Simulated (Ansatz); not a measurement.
# C5H7F2GaO2: how energies converge with the basis set

How large a basis does C5H7F2GaO2 need? Two functionals are run in growing sets.

Program: Ansatz 0.2.0, Gaussian basis. Level of theory: one geometry, several basis sets. These are calculated values, not measurements.

The runs, in order: PBE0-D4/def2-SVP; ωB97M-V/def2-SVP; PBE0-D4/def2-QZVPP; ωB97M-V/def2-QZVPP; the functionals' def2-TZVPP values are taken from earlier runs.

## 1. The geometry

An earlier PBE0-D4 in a triple-zeta def2 set relaxation fixed the geometry.

17 atoms, charge 0, spin multiplicity 1.

Atoms are counted from 1 here; the program's logs count them from 0.

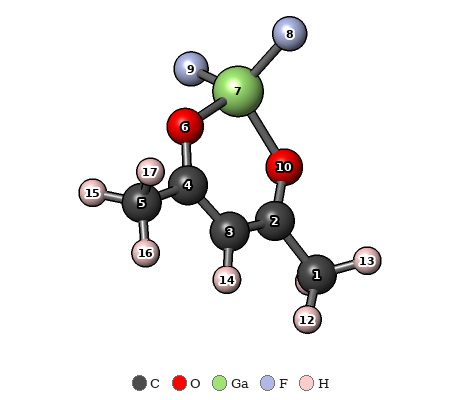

The geometry (carbon dark grey, oxygen red, gallium green, fluorine light blue, hydrogen pink); atoms are numbered from 1 in the order of the file.

Coordinates:

```mol
C5H7F2GaO2
  3D, bonds by distance, orders not assigned

 17 17  0  0  0  0  0  0  0  0999 V2000
    1.5100   -2.0819   -0.6772 C   0  0
    0.9419   -0.7796   -0.2269 C   0  0
   -0.4378   -0.5741   -0.2411 C   0  0
   -1.0821    0.5981    0.1552 C   0  0
   -2.5682    0.6941    0.0924 C   0  0
   -0.4974    1.6482    0.5870 O   0  0
    1.3707    1.8030    0.7681 Ga  0  0
    1.7959    1.9594    2.4556 F   0  0
    1.9804    3.0067   -0.3419 F   0  0
    1.8090    0.0784    0.1513 O   0  0
    2.2011   -1.9000   -1.5037 H   0  0
    0.7411   -2.7854   -0.9898 H   0  0
    2.0954   -2.5138    0.1381 H   0  0
   -1.0574   -1.3885   -0.5866 H   0  0
   -2.8418    1.5321   -0.5533 H   0  0
   -3.0288   -0.2196   -0.2772 H   0  0
   -2.9509    0.9226    1.0900 H   0  0
  1  2  8  0
  2  3  8  0
  3  4  8  0
  4  5  8  0
  4  6  8  0
  6  7  8  0
  7  8  8  0
  7  9  8  0
  7 10  8  0
  1 11  8  0
  1 12  8  0
  1 13  8  0
  3 14  8  0
  5 15  8  0
  5 16  8  0
  5 17  8  0
  2 10  8  0
M  END
```

## 2. PBE0-D4 in def2-SVP

Input file in.yaml:

```yaml
crystal:
  periodic: [false, false, false]
  atoms:
    - {symbol: C, position_ang: [1.509978, -2.081947, -0.677167]}
    - {symbol: C, position_ang: [0.941936, -0.779601, -0.226944]}
    - {symbol: C, position_ang: [-0.437839, -0.574110, -0.241063]}
    - {symbol: C, position_ang: [-1.082119, 0.598108, 0.155178]}
    - {symbol: C, position_ang: [-2.568157, 0.694100, 0.092427]}
    - {symbol: O, position_ang: [-0.497419, 1.648239, 0.587020]}
    - {symbol: Ga, position_ang: [1.370748, 1.802991, 0.768135]}
    - {symbol: F, position_ang: [1.795877, 1.959363, 2.455563]}
    - {symbol: F, position_ang: [1.980384, 3.006673, -0.341859]}
    - {symbol: O, position_ang: [1.809047, 0.078389, 0.151323]}
    - {symbol: H, position_ang: [2.201110, -1.900017, -1.503729]}
    - {symbol: H, position_ang: [0.741140, -2.785358, -0.989756]}
    - {symbol: H, position_ang: [2.095354, -2.513825, 0.138134]}
    - {symbol: H, position_ang: [-1.057410, -1.388517, -0.586597]}
    - {symbol: H, position_ang: [-2.841824, 1.532056, -0.553263]}
    - {symbol: H, position_ang: [-3.028824, -0.219554, -0.277228]}
    - {symbol: H, position_ang: [-2.950881, 0.922610, 1.090025]}
basis:
  gaussian: {orbitals: def2-SVP}
hamiltonian: {xc: pbe0, dispersion: d4}
output: {orbitals: {seedname: orbitals}}
```

Launch:

```console
> ansatz run in.yaml --threads 4 --pin off --events-out ev --progress --plain --max-ram 46080MiB --backend cpu
```

Output:

```text
Functional definition: PBE0
  name "PBE0"
  cite "Adamo & Barone, J. Chem. Phys. 110, 6158 (1999) doi:10.1063/1.478522"
  cite "Perdew, Burke & Ernzerhof, Phys. Rev. Lett. 77, 3865 (1996) doi:10.1103/PhysRevLett.77.3865"
  parent pbe
  parameter a = 0.25
  parameter kappa = 0.804
  parameter beta = 0.06672455060314922
  exchange = (1 - a)*pbe_x(kappa = kappa, mu = beta*pi^2/3) + a*exact_x
  correlation = pbe_c(beta = beta)
1920 factors; integrals over basis functions are off by at most 1.4e-3 eV
mean field evaluation 1: about -67156.6493 eV, gradient 8.0e1 eV
mean field evaluation 2: about -67149.5874 eV, gradient 1.1e2 eV
mean field evaluation 4: about -67168.5227 eV, gradient 2.2e0 eV
mean field evaluation 8: about -67168.8690 eV, gradient 4.4e-1 eV
mean field evaluation 16: about -67168.8695 eV, gradient 5.1e-4 eV
mean field -67168.86947897 eV, -2468.4104246573 hartree, gradient 3.0e-5 eV, S^2 0.000000; 0 other end points of the search recorded, 0 dependent functions left out
reference -67168.86952029 eV, -2468.4104261755 hartree; 51, 51 occupied and 142, 142 virtual orbitals, 1920 factors
Total energy: -67169.27779720 eV, -2468.4254300754 hartree
```

Wall time 3.5 s (4 threads of AMD EPYC 7R13, shared host).

## 3. ωB97M-V in def2-SVP

in.yaml: that of step 2 with these lines changed.

```diff
@@ -22,3 +22,3 @@
   gaussian: {orbitals: def2-SVP}
-hamiltonian: {xc: pbe0, dispersion: d4}
+hamiltonian: {xc: {name: wB97M-V}}
 output: {orbitals: {seedname: orbitals}}
```

The command is unchanged.

Output, shortened:

```text
Functional definition: wB97M-V
  name "wB97M-V"
  cite "Mardirossian & Head-Gordon, J. Chem. Phys. 144, 214110 (2016) doi:10.1063/1.4952647"
  cite "Becke, J. Chem. Phys. 107, 8554 (1997) doi:10.1063/1.475007"
  cite "Vydrov & Van Voorhis, J. Chem. Phys. 133, 244103 (2010) doi:10.1063/1.3521275"
  # Of w^i u^j: cxij and so on, Table III.
[...]
  gx(w, u) = 1 - cx + cx01*u + cx10*w
  gss(w, u) = css00 + css04*u^4 + css10*w + css20*w^2 + css43*w^4*u^3
  gos(w, u) = cos00 + cos10*w + (cos20 + cos21*u)*w^2 + (cos60 + cos61*u)*w^6
[...]
      + integral(e_c_pw_mod_opposite_spin*gos(b97_w_opposite, b97_u_opposite)) + vv10(b, c)
1920 factors; integrals over basis functions are off by at most 1.4e-3 eV
457 factors; integrals over basis functions are off by at most 7.7e-6 eV
[...]
mean field -67183.78377842 eV, -2468.9585150528 hartree, gradient 7.9e-5 eV, S^2 0.000000; 0 other end points of the search recorded, 0 dependent functions left out
reference -67183.78384123 eV, -2468.9585173608 hartree; 51, 51 occupied and 142, 142 virtual orbitals, 1920 factors
Total energy: -67183.78384123 eV, -2468.9585173608 hartree
```

Wall time 11 s (4 threads of AMD EPYC 7R13, shared host).

## 4. PBE0-D4 in def2-QZVPP

in.yaml: that of step 3 with these lines changed.

```diff
@@ -21,4 +21,4 @@
 basis:
-  gaussian: {orbitals: def2-SVP}
-hamiltonian: {xc: {name: wB97M-V}}
+  gaussian: {orbitals: "def2-QZVPP.json"}
+hamiltonian: {xc: pbe0, dispersion: d4}
 output: {orbitals: {seedname: orbitals}}
```

Launch:

```console
> ansatz run in.yaml --threads 4 --pin off --events-out ev --progress --plain --max-ram 46080MiB --backend cuda --devices 0, --max-vram 37GiB
```

Output:

```text
Functional definition: PBE0
  name "PBE0"
  cite "Adamo & Barone, J. Chem. Phys. 110, 6158 (1999) doi:10.1063/1.478522"
  cite "Perdew, Burke & Ernzerhof, Phys. Rev. Lett. 77, 3865 (1996) doi:10.1103/PhysRevLett.77.3865"
  parent pbe
  parameter a = 0.25
  parameter kappa = 0.804
  parameter beta = 0.06672455060314922
  exchange = (1 - a)*pbe_x(kappa = kappa, mu = beta*pi^2/3) + a*exact_x
  correlation = pbe_c(beta = beta)
2603 factors; their error is unknown
mean field evaluation 1: about -67178.7832 eV, gradient 9.6e1 eV
mean field evaluation 2: about -67168.9832 eV, gradient 1.3e2 eV
mean field evaluation 4: about -67194.7079 eV, gradient 3.4e0 eV
mean field evaluation 8: about -67194.8869 eV, gradient 6.5e-1 eV
mean field evaluation 16: about -67194.8871 eV, gradient 2.5e-4 eV
mean field -67194.88710699 eV, -2469.3665548517 hartree, gradient 1.7e-5 eV, S^2 0.000000; 0 other end points of the search recorded, 0 dependent functions left out
reference -67194.88716300 eV, -2469.3665569100 hartree; 51, 51 occupied and 761, 761 virtual orbitals, 2603 factors
Total energy: -67195.29543992 eV, -2469.3815608099 hartree
```

Wall time 4.7 s (1 × H100 (card shared with other runs) with 4 threads of AMD EPYC 7R13, shared host); peak host memory 1.4 GiB.

## 5. ωB97M-V in def2-QZVPP

in.yaml: that of step 4 with these lines changed.

```diff
@@ -22,3 +22,3 @@
   gaussian: {orbitals: "def2-QZVPP.json"}
-hamiltonian: {xc: pbe0, dispersion: d4}
+hamiltonian: {xc: {name: wB97M-V}}
 output: {orbitals: {seedname: orbitals}}
```

Same command.

Output, shortened:

```text
Functional definition: wB97M-V
  name "wB97M-V"
  cite "Mardirossian & Head-Gordon, J. Chem. Phys. 144, 214110 (2016) doi:10.1063/1.4952647"
  cite "Becke, J. Chem. Phys. 107, 8554 (1997) doi:10.1063/1.475007"
  cite "Vydrov & Van Voorhis, J. Chem. Phys. 133, 244103 (2010) doi:10.1063/1.3521275"
  # Of w^i u^j: cxij and so on, Table III.
[...]
  gx(w, u) = 1 - cx + cx01*u + cx10*w
  gss(w, u) = css00 + css04*u^4 + css10*w + css20*w^2 + css43*w^4*u^3
  gos(w, u) = cos00 + cos10*w + (cos20 + cos21*u)*w^2 + (cos60 + cos61*u)*w^6
[...]
      + integral(e_c_pw_mod_opposite_spin*gos(b97_w_opposite, b97_u_opposite)) + vv10(b, c)
2598 factors; their error is unknown
584 factors; integrals over basis functions are off by at most 6.4e-6 eV
[...]
mean field -67210.16292429 eV, -2469.9279307830 hartree, gradient 1.4e-5 eV, S^2 0.000000; 0 other end points of the search recorded, 0 dependent functions left out
reference -67210.16301312 eV, -2469.9279340474 hartree; 51, 51 occupied and 761, 761 virtual orbitals, 2598 factors
Total energy: -67210.16301312 eV, -2469.9279340474 hartree
```

It took 5.5 s on 1 × H100 (card shared with other runs) with 4 threads of AMD EPYC 7R13, shared host; peak host memory 1.5 GiB.

## 6. Density functionals: the series

The def2-TZVPP values come from earlier runs at the same geometry.

| functional | basis | functions | energy (eV) | from the largest (eV) | HOMO (eV) | LUMO (eV) |
| --- | --- | --- | --- | --- | --- | --- |
| PBE0-D4 | def2-SVP | 193 | -67169.2778 | 26.018 | -7.90 | -2.33 |
| PBE0-D4 | def2-TZVPP | 425 | -67193.2809 | 2.015 | -7.92 | -2.38 |
| PBE0-D4 | def2-QZVPP | 812 | -67195.2954 | 0.000 | -7.94 | -2.41 |
| ωB97M-V | def2-SVP | 193 | -67183.7838 | 26.379 | -9.99 | -0.19 |
| ωB97M-V | def2-TZVPP | 425 | -67208.2474 | 1.916 | -10.03 | -0.28 |
| ωB97M-V | def2-QZVPP | 812 | -67210.1630 | 0.000 | -10.06 | -0.32 |

## 7. Outcome

```
                                       quantity           value
PBE0-D4: double and triple zeta above quadruple  26.02, 2.01 eV
ωB97M-V: double and triple zeta above quadruple  26.38, 1.92 eV
```

**Reading.** For PBE0-D4 the step from double to triple zeta gains 24.00 eV and the next only 2.01 eV. These are total energies; as a rule much of such shifts cancels in differences, which this series doesn't test.
